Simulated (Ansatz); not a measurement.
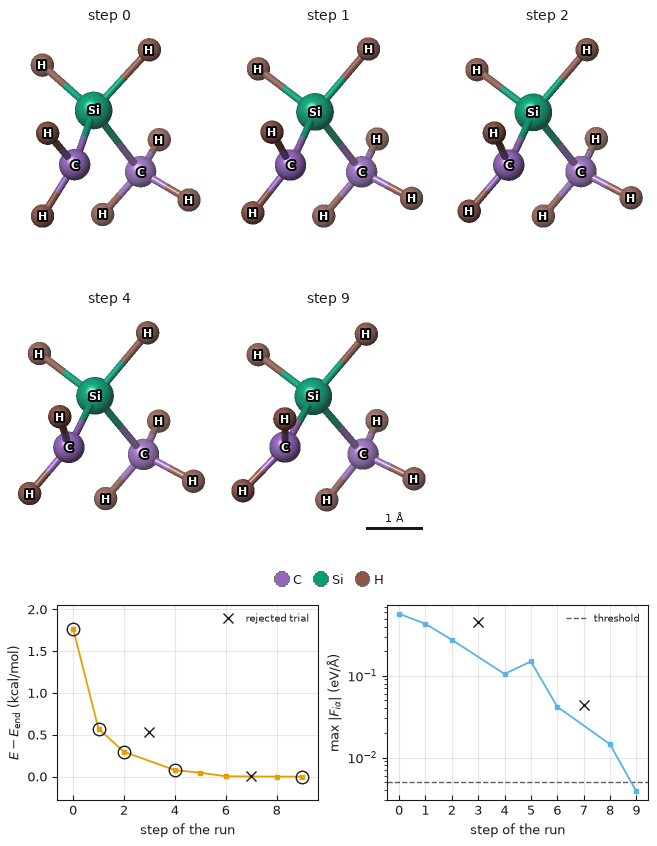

Frames of a relaxation of C2H7Si (charge −1), marked on the history of the run. Style: ball-and-stick. Shown from a free direction.

Computed with RKS PBE0-D4/def2-TZVPD in Ansatz. Set-up: force threshold 0.005 eV/Å; at most 200 steps.

### What happens along the run?

The energy falls by 1.77 kcal/mol in 7 accepted moves (9 points after the start). Largest force component: 0.57 eV/Å at the start, 0.0038 eV/Å at the end. The line search rejected the trial steps at points 3, 7 of the run. The atom that moves furthest after the best rigid fit is an H atom (0.37 Å). By element the largest moves are H 0.37 Å, C 0.17 Å, Si 0.06 Å. Among the contacts that change: C–Si 1.799 → 1.771 Å, C–H 1.100 → 1.092 Å, H–Si 1.507 → 1.515 Å, H–Si 1.541 → 1.546 Å. Among the angles between lasting bonds that change: C–Si–H 131.9° → 123.3°, Si–C–H 115.5° → 120.7°, H–C–H 108.0° → 113.1°. Groups turn about C–Si by about 25°. Cost: 45 s on 2 threads of Arm Neoverse V1 (shared host). From step 0 to 1: an H atom moves most (0.17 Å), energy −1.20 kcal/mol. From step 1 to 2: an H atom moves most (0.06 Å), energy −0.27 kcal/mol. From step 2 to 4: an H atom moves most (0.06 Å), energy −0.22 kcal/mol. From step 4 to 9: H atoms move most (0.12 Å), energy −0.08 kcal/mol.

| step | E − E(0), kcal/mol | largest force component, eV/Å | note |
| --- | --- | --- | --- |
| 0 | 0.00 | 0.5732 |  |
| 1 | -1.20 | 0.4313 |  |
| 2 | -1.47 | 0.2758 |  |
| 3 | -1.23 | 0.4533 | rejected |
| 4 | -1.69 | 0.1052 |  |
| 5 | -1.72 | 0.1495 |  |
| 6 | -1.77 | 0.0418 |  |
| 7 | -1.77 | 0.0441 | rejected |
| 8 | -1.77 | 0.0145 |  |
| 9 | -1.77 | 0.0038 |  |
